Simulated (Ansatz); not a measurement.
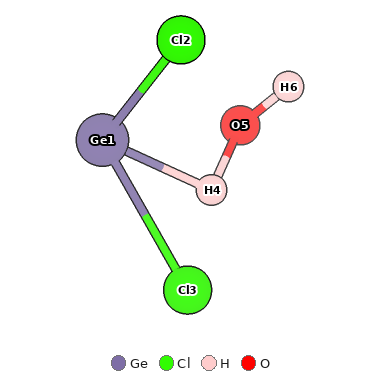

The system is the reacting system Cl2GeH2O (fragments Cl₂Ge + H₂O where the first distance is long, Cl₂GeH₂O where the second is long); the picture shows the reference structure. Coordinates scanned: (1) distance Ge1–H4 (bond that forms); (2) distance H4–O5 (bond that breaks). Relaxed at each point: all other coordinates. Grid: 8 × 8 points. Points are written as (first, second). All energies are given in eV relative to a guessed transition structure relaxed with its forming and breaking bonds held. Energies and slopes of some neighbouring points disagree (a jump in structure or state, or too coarse a mesh). The reference is spin-restricted, so regions where a bond is pulled apart into radicals lie too high. Theory: Ansatz, RKS BHLYP-D4/def2-SVP.

Its coordinates:

```xyz
6

Ge   -0.4819   -1.2158    0.0878
Cl    1.7115   -1.2749   -0.1643
Cl   -0.9530    0.0633   -1.7861
H    -0.5715    0.4416   -0.1171
O    -0.3216    0.8959    1.0392
H     0.6163    1.0900    0.9404
```

Range: distance Ge1–H4 (bond that forms) from 1.359 to 3.159 Å; distance H4–O5 (bond that breaks) from 0.873 to 2.073 Å.

Q: What landscape does the calculation give?

A: The lowest grid point is at (2.541 Å, 0.978 Å), −2.41 eV from a guessed transition structure relaxed with its forming and breaking bonds held. Other grid points that lie below all their neighbours: (2.844 Å, 1.863 Å) (0.81 eV higher). The highest grid point, (1.359 Å, 1.469 Å), lies 4.22 eV above the lowest.

| second ↓, first → | 1.359 | 1.517 | 1.735 | 1.983 | 2.253 | 2.541 | 2.844 | 3.159 |
| --- | --- | --- | --- | --- | --- | --- | --- | --- |
| 2.073 | 1.25 | 0.30 | −0.48 | −1.02 | −1.36 | −1.55 | −1.61 | −1.60 |
| 1.863 | 1.56 | 0.45 | −0.47 | −1.07 | −1.42 | −1.58 | −1.61 | −1.61 |
| 1.661 | 1.75 | 0.51 | −0.49 | −1.11 | −1.45 | −1.56 | −1.59 | −1.57 |
| 1.469 | 1.80 | 0.51 | −0.52 | −1.14 | −1.43 | −1.46 | −1.46 | −1.40 |
| 1.289 | 1.71 | 0.40 | −0.65 | −1.25 | −1.46 | −1.24 | −0.99 | −0.86 |
| 1.124 | 1.41 | 0.09 | −0.98 | −1.62 | −1.91 | −1.96 | −1.92 | −1.82 |
| 0.978 | 0.93 | −0.09 | −1.21 | −1.91 | −2.29 | −2.41 | −2.39 | −2.30 |
| 0.873 | 1.45 | 0.18 | −0.87 | −1.61 | −2.02 | −2.15 | −2.13 | −2.04 |

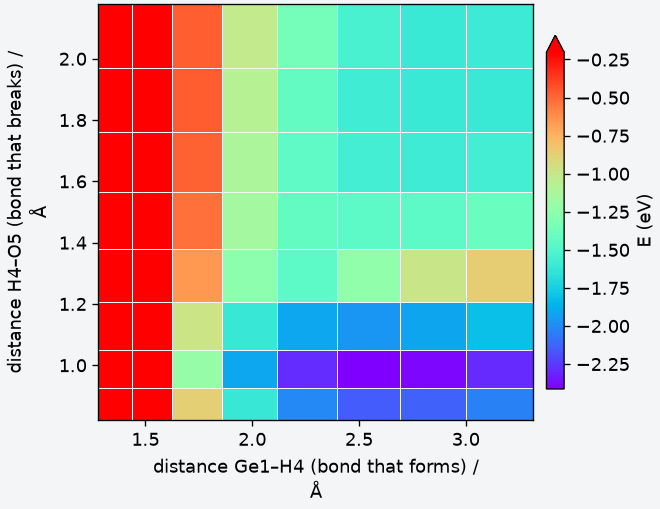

Drawn: one coloured cell a grid point, one colour for all values above the top of the scale.

The whole map (64 points run) took 30 min on 1 thread of Arm Neoverse V1 (shared host).
